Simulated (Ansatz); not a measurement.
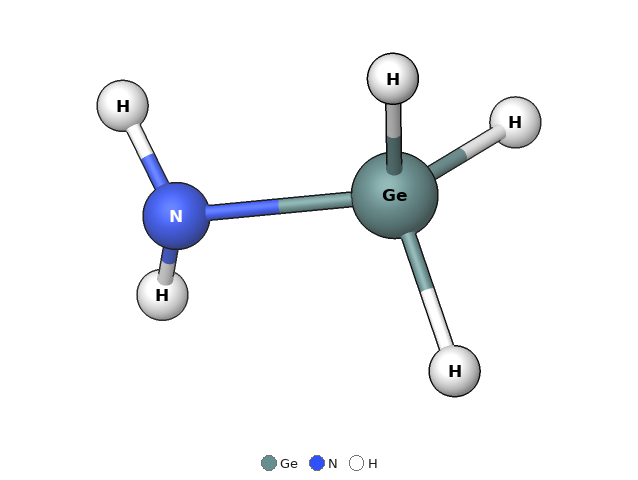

Ball-and-stick drawing of a structure. Every bond is drawn as one stick, whatever its order.

**Give the formula.**

GeH5N, 7 atoms: 1 germanium, 5 hydrogen and 1 nitrogen.

**How many sets of symmetry-equivalent atoms are there?**

5: 1 Ge, 1 N, 1 H, 2 H, 2 H.

**Give the symmetry (Schoenflies symbol).**

Cs.

More results for the same structure follow; atom numbers are the same in all pictures, views and colours differ. The computed structure is the end point of a PBE0-D4/def2-TZVP optimisation.

Geometry

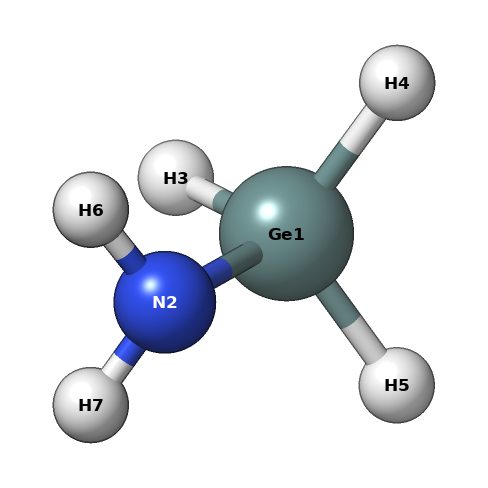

Atoms carry their numbers in the input.

Give the bond lengths.

| bond | length (Å) |
| --- | --- |
| Ge1–N2 | 1.843 |
| Ge1–H3 | 1.548 |
| Ge1–H4 | 1.536 |
| Ge1–H5 | 1.536 |
| N2–H6 | 1.011 |
| N2–H7 | 1.011 |

Dipole moment

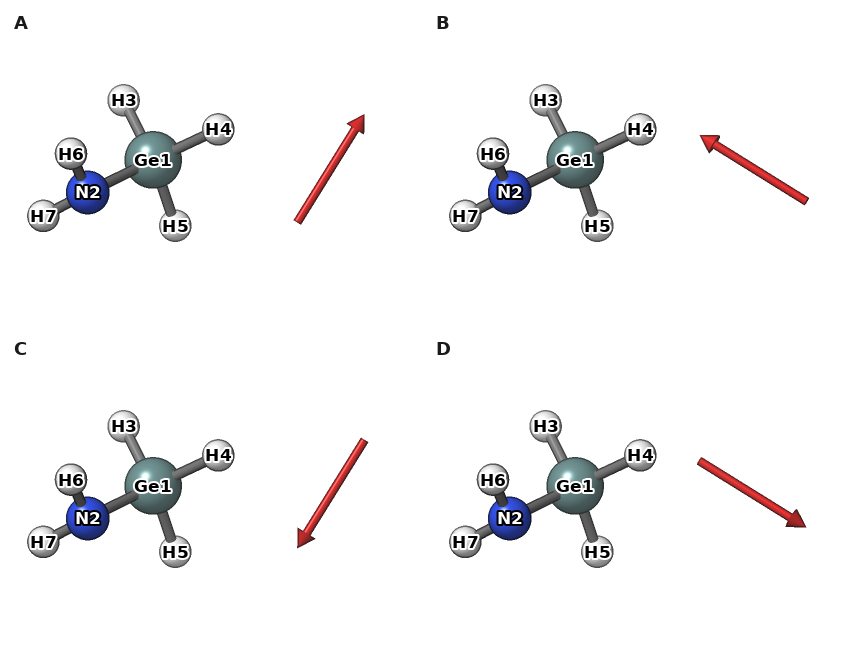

The same molecule four times, each with an arrow. Properties computed with RKS PBE0-D4/def2-TZVP (Ansatz 0.2.0).

**Which arrow points along the dipole moment, from the negative to the positive end?**

B. The dipole moment is 1.16 D; it points from the side of H4, H5 to the side of H3 (the outermost atoms at the two ends).

Charges

The questions are on Mulliken charges. Method: RKS PBE0-D4/def2-TZVP (Ansatz 0.2.0).

Give the Mulliken charges atom by atom.

| atom | value (e) |
| --- | --- |
| Ge1 | 0.20 |
| N2 | −0.64 |
| H3 | −0.02 |
| H4 | 0.00 |
| H5 | 0.00 |
| H6 | 0.24 |
| H7 | 0.24 |

Electronic properties

Level of theory: RKS PBE0-D4/def2-TZVPP (Ansatz 0.2.0).

Computed properties:

- HOMO energy (Kohn–Sham orbital): −7.33 eV
- LUMO energy (Kohn–Sham orbital): 0.42 eV
- HOMO–LUMO gap: 7.75 eV
- dispersion correction: −6.9 kJ/mol

Mulliken values depend strongly on the basis set and can even reverse the polarity of a bond.
